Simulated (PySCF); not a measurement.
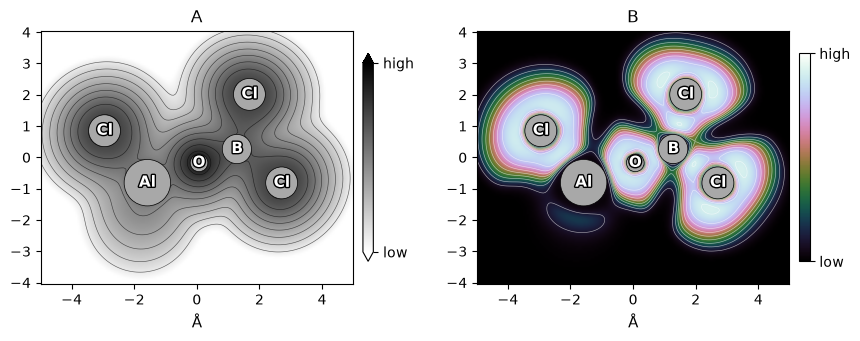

AlBCl₅O (SMILES ClB(Cl)[O][Al-]([Cl])([Cl])[Cl]) (charge −1): 2 fields on the plane of atoms O4, Al5 and Cl6, with unlabelled colour scales. Grey discs cover the atomic cores.

Geometry: PBE0-D3(BJ)/def2-SVP.

Computed with PBE0/aug-pcSseg-1, SCF density, gas phase, non-relativistic in PySCF 2.14.0.

> The panels show electron density and electron localisation function in some order. Assign them.

Panel A: electron density. Panel B: electron localisation function. From the grid: B–O (1.29 Å): the density is about 2.4 e/Å³ at the midpoint; the ELF peaks at about 0.85 between the atoms, as expected for a short, strongly polar bond. Al–O (1.77 Å): ρ at the midpoint is about 0.69 e/Å³; the ELF peaks at about 0.90 in the valence shell of O, 0.6 Å from its nucleus, and is about 0.45 at the midpoint.
